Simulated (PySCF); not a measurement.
# r2SCAN/aug-cc-pVDZ run of AlNH2ClF (SMILES [NH2][Al]([F])[Cl])

We compute a single-point energy of AlNH2ClF. 

Program for the calculation: PySCF 2.14.0.

2 further runs of the same task are left out: 2 set aside as unsound or not needed.

## 1. The molecule

AlNH2ClF has 6 atoms, charge 0, and is taken as a singlet. SMILES: `[NH2][Al]([F])[Cl]`. The N1–H5 distance was set to 1.510 Å, away from the relaxed value. At this shape a bond of the SMILES string is far longer than usual.

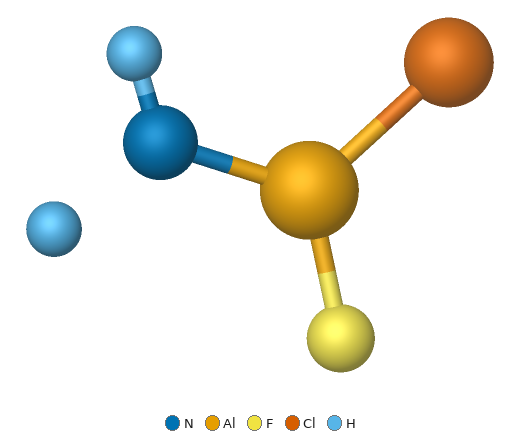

The structure, seen from a chosen angle (nitrogen blue, aluminium amber, fluorine yellow, chlorine orange, hydrogen blue).

## 2. A single-point energy at r2SCAN/aug-cc-pVDZ

The input, job.py:

```python
from pyscf import gto, dft

system = gto.M(
    atom='''
N   -0.291616   0.643119  -0.351130
Al  -0.026816  -1.078581  -0.233030
F    0.862484  -1.684981   1.005770
Cl  -0.820416  -2.388881  -1.638930
H    0.246300   1.661500   0.624800
H   -0.824416   1.086519  -1.080230
''',
    spin=0,
    charge=0,
    basis='aug-cc-pvdz',
    verbose=4,
    max_memory=1860,
)

mf = dft.RKS(system)
mf.xc = 'r2scan'
mf.conv_tol = 1e-10
mf.grids.level = 5
mf.kernel()
if not mf.converged:
    mf = mf.newton().run(mf.mo_coeff, mf.mo_occ)

energy = mf.e_tot
print(f'total energy: {energy:.8f} hartree')
```

On the command line:

```bash
OMP_NUM_THREADS=1 python job.py
```

What it wrote:

```text
PySCF version 2.14.0

[INPUT] num. atoms = 6
[INPUT] num. electrons = 48
[INPUT] charge = 0
[INPUT] spin (= nelec alpha-beta = 2S) = 0
[INPUT] symmetry False subgroup None
[INPUT] Mole.unit = angstrom
[INPUT] Symbol           X                Y                Z      unit          X                Y                Z       unit  Magmom
[INPUT]  1 N     -0.291616000000   0.643119000000  -0.351130000000 AA   -0.551074373541   1.215318775504  -0.663539534119 Bohr   0.0
[INPUT]  2 Al    -0.026816000000  -1.078581000000  -0.233030000000 AA   -0.050674895756  -2.038222693160  -0.440362878807 Bohr   0.0
[INPUT]  3 F      0.862484000000  -1.684981000000   1.005770000000 AA    1.629858546819  -3.184152615096   1.900629844304 Bohr   0.0
[INPUT]  4 Cl    -0.820416000000  -2.388881000000  -1.638930000000 AA   -1.550361548211  -4.514330834177  -3.097128837333 Bohr   0.0
[INPUT]  5 H      0.246300000000   1.661500000000   0.624800000000 AA    0.465439544480   3.139779955965   1.180700882628 Bohr   0.0
[INPUT]  6 H     -0.824416000000   1.086519000000  -1.080230000000 AA   -1.557920452709   2.053223339136  -2.041338851539 Bohr   0.0

nuclear repulsion = 195.645105797788
number of shells = 42
number of NR pGTOs = 192
number of NR cGTOs = 118
basis = aug-cc-pvdz
ecp = {}

******** <class 'pyscf.dft.rks.RKS'> ********
method = RKS
initial guess = minao
damping factor = 0
level_shift factor = 0
DIIS = <class 'pyscf.scf.diis.CDIIS'>
diis_start_cycle = 1
diis_space = 8
diis_damp = 0
SCF conv_tol = 1e-10
SCF conv_tol_grad = None
SCF max_cycles = 50
direct_scf = True
direct_scf_tol = 1e-13
XC library pyscf.dft.libxc version 7.0.0
    S. Lehtola, C. Steigemann, M. J.T. Oliveira, and M. A.L. Marques.,  SoftwareX 7, 1–5 (2018)
XC functionals = r2scan
    J. W. Furness, A. D. Kaplan, J. Ning, J. P. Perdew, and J. Sun.,  J. Phys. Chem. Lett. 11, 8208-8215 (2020)
    J. W. Furness, A. D. Kaplan, J. Ning, J. P. Perdew, and J. Sun.,  J. Phys. Chem. Lett. 11, 9248-9248 (2020)
    J. W. Furness, A. D. Kaplan, J. Ning, J. P. Perdew, and J. Sun.,  J. Phys. Chem. Lett. 11, 8208-8215 (2020)
    J. W. Furness, A. D. Kaplan, J. Ning, J. P. Perdew, and J. Sun.,  J. Phys. Chem. Lett. 11, 9248-9248 (2020)
radial grids:
    Treutler-Ahlrichs [JCP 102, 346 (1995); DOI:10.1063/1.469408] (M4) radial grids

becke partition: Becke, JCP 88, 2547 (1988); DOI:10.1063/1.454033
pruning grids: <function nwchem_prune>
grids dens level: 5
symmetrized grids: False
atomic radii adjust function: <function treutler_atomic_radii_adjust>
small_rho_cutoff = 0
Set gradient conv threshold to 1e-05
Initial guess from minao.
tot grids = 219168
init E= -858.468127771553
  HOMO = -0.31175301767203  LUMO = -0.107484717011276  gap/eV = 5.55842
cycle= 1 E= -858.296008900075  delta_E= 0.172  |g|= 0.782  |ddm|= 2.33
  HOMO = -0.133754164836274  LUMO = -0.0544769582299134  gap/eV = 2.15724
cycle= 2 E= -857.855278089796  delta_E= 0.441  |g|= 1.59  |ddm|= 1.66
  HOMO = -0.26883658027909  LUMO = -0.107103618570725  gap/eV = 4.40098
cycle= 3 E= -858.420527975228  delta_E= -0.565  |g|= 0.16  |ddm|= 1.18
  HOMO = -0.24325681618055  LUMO = -0.0962330182623825  gap/eV = 4.00072
cycle= 4 E= -858.42658722624  delta_E= -0.00606  |g|= 0.0802  |ddm|= 0.204
  HOMO = -0.250884170102648  LUMO = -0.0993995465850483  gap/eV = 4.12211
cycle= 5 E= -858.42779488535  delta_E= -0.00121  |g|= 0.0296  |ddm|= 0.0647
  HOMO = -0.248922811979443  LUMO = -0.0993532326825077  gap/eV = 4.07000
cycle= 6 E= -858.427996619982  delta_E= -0.000202  |g|= 0.00499  |ddm|= 0.0272
  HOMO = -0.249266301033425  LUMO = -0.0995650878094043  gap/eV = 4.07358
cycle= 7 E= -858.428003218021  delta_E= -6.6e-06  |g|= 0.00147  |ddm|= 0.00475
  HOMO = -0.249460893244446  LUMO = -0.0996827610367399  gap/eV = 4.07567
cycle= 8 E= -858.428003868767  delta_E= -6.51e-07  |g|= 0.000242  |ddm|= 0.0016
  HOMO = -0.249464302641895  LUMO = -0.0997152414185569  gap/eV = 4.07488
cycle= 9 E= -858.428003888737  delta_E= -2e-08  |g|= 6.62e-05  |ddm|= 0.00037
  HOMO = -0.249462160468545  LUMO = -0.0997072548845788  gap/eV = 4.07504
cycle= 10 E= -858.428003890392  delta_E= -1.65e-09  |g|= 1.3e-05  |ddm|= 7.95e-05
  HOMO = -0.249462650907971  LUMO = -0.0997082026269247  gap/eV = 4.07503
cycle= 11 E= -858.428003890432  delta_E= -4.07e-11  |g|= 3.35e-06  |ddm|= 1.62e-05
  HOMO = -0.249463061639028  LUMO = -0.0997085581655934  gap/eV = 4.07503
Extra cycle  E= -858.428003890437  delta_E= -4.32e-12  |g|= 3.54e-06  |ddm|= 6.99e-06
converged SCF energy = -858.428003890437
total energy: -858.42800389 hartree
```

It took 41 s on 1 thread of Intel Xeon at 2.70GHz, shared host; peak memory 0.68 GiB.

## 3. Summary of results

At r2SCAN/aug-cc-pVDZ:

| quantity | value |
| --- | --- |
| total energy | -858.42800 Eh |
| dipole moment | 2.55 D |
| HOMO energy | -6.79 eV |
| LUMO energy | -2.71 eV |
| HOMO–LUMO gap | 4.08 eV |

What this shows: Mulliken charges run from -0.77 on N1 to +1.56 on Al2; in a basis this large or diffuse they mean little.
